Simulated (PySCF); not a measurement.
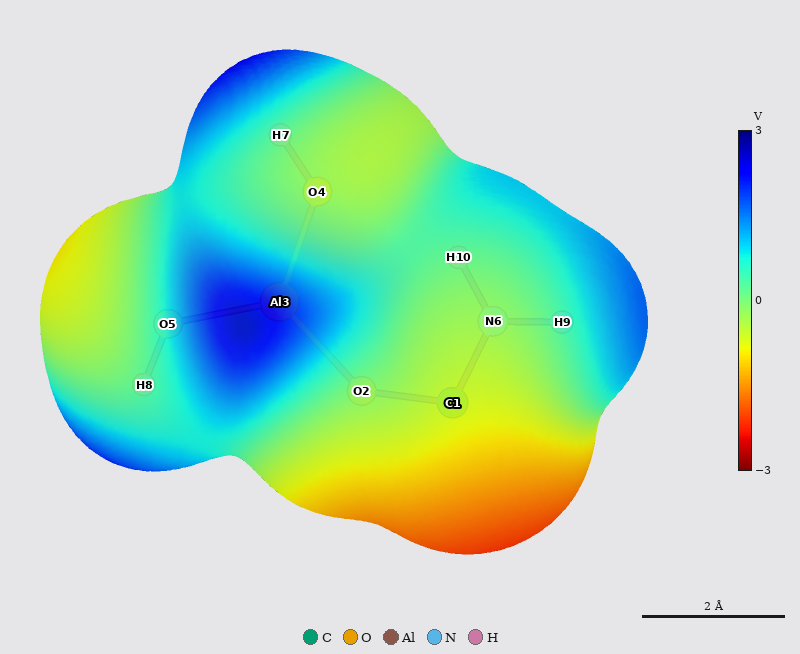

CH₄AlNO₃. The electrostatic potential painted on the density surface at 0.001 e/bohr³, seen at a tilt; red is negative and blue positive.

Geometry: PBE0-D3(BJ)/def2-SVP.

The calculation used PySCF, PBE0/pcSseg-2, SCF density, gas phase, non-relativistic.

Input file:

```
{"job": {"kind": "nmr", "xc": "PBE0", "basis": "pcSseg-2"}, "charge": 0, "multiplicity": 1}
C     -0.947468    -1.677056     0.499655
O     -0.897896    -0.651799    -0.355702
Al     0.078400     0.724497    -0.694245
O      1.405030     0.975473     0.337098
O     -0.273792     1.753196    -1.983796
N      0.051576    -1.628824     1.372529
H      2.040583     1.691475     0.279266
H     -1.009032     1.649819    -2.589684
H      0.112364    -2.362720     2.065830
H      0.770404    -0.891933     1.393646
```

Launched as:

```sh
OMP_NUM_THREADS=1 python cluster_run.py task.json out
```

Question: Which sites attract a positive test charge, and which a negative one?

Answer: A positive charge is drawn to the negative regions and a negative charge to the positive ones. The most negative region (about −2.1 V) lies over C1, the most positive (about +2.5 V) over Al3.

Question: What dipole moment does the calculation give?

Answer: Its dipole moment is 3.33 D.
